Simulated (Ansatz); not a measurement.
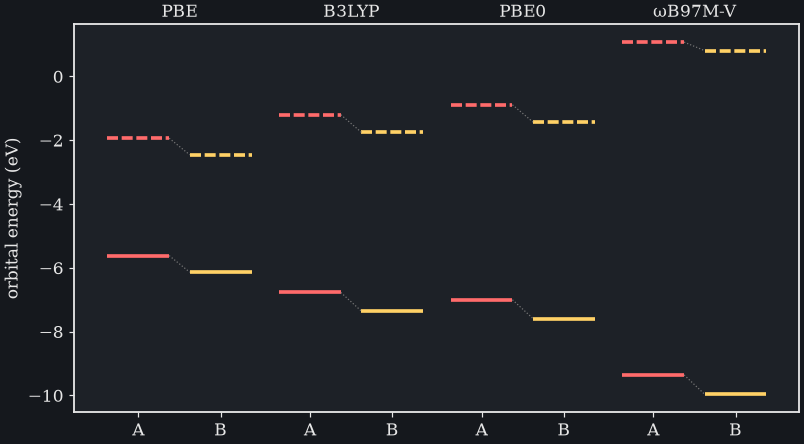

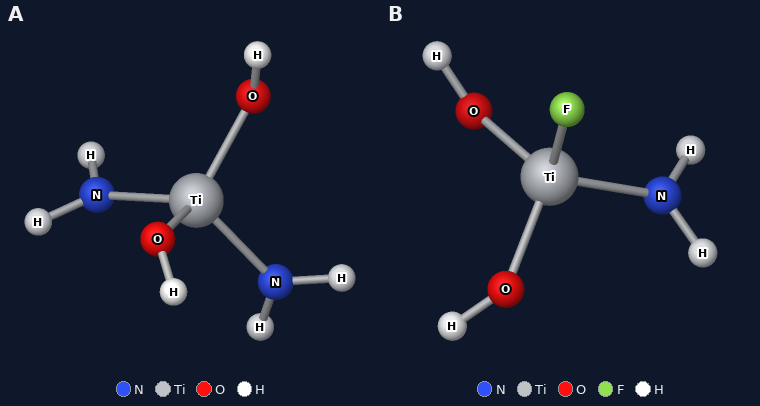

One change: A, TiN₂H₆O₂ (SMILES [NH2][Ti]([NH2])([OH])[OH]), becomes B, TiNH₄O₂F (SMILES [NH2][Ti]([OH])([OH])[F]). NH₂ on Ti is replaced by F. HOMO (solid) and LUMO (dashed) computed in def2-TZVPP at PBE0-D4/def2-TZVP geometries, both minima by their frequencies, gas phase, the Ansatz code. Empty levels above zero depend strongly on the basis.

Question: What does the change do to HOMO and LUMO?

Answer: PBE: the HOMO falls by 0.52 eV, the LUMO falls by 0.52 eV, and the separation goes from 3.68 to 3.68 eV. B3LYP: the HOMO falls by 0.58 eV, the LUMO falls by 0.55 eV, and the separation goes from 5.57 to 5.60 eV. PBE0: the HOMO falls by 0.59 eV, the LUMO falls by 0.54 eV, and the separation goes from 6.11 to 6.16 eV. ωB97M-V: the HOMO falls by 0.61 eV, the LUMO falls by 0.27 eV, and the separation goes from 10.43 to 10.77 eV.

Question: Do the functionals agree on the effect?

Answer: They agree on the direction for both levels; the HOMO shift lies between −0.61 and −0.52 eV and the LUMO shift between −0.55 and −0.27 eV, while the separations themselves differ by up to 7.1 eV between functionals.
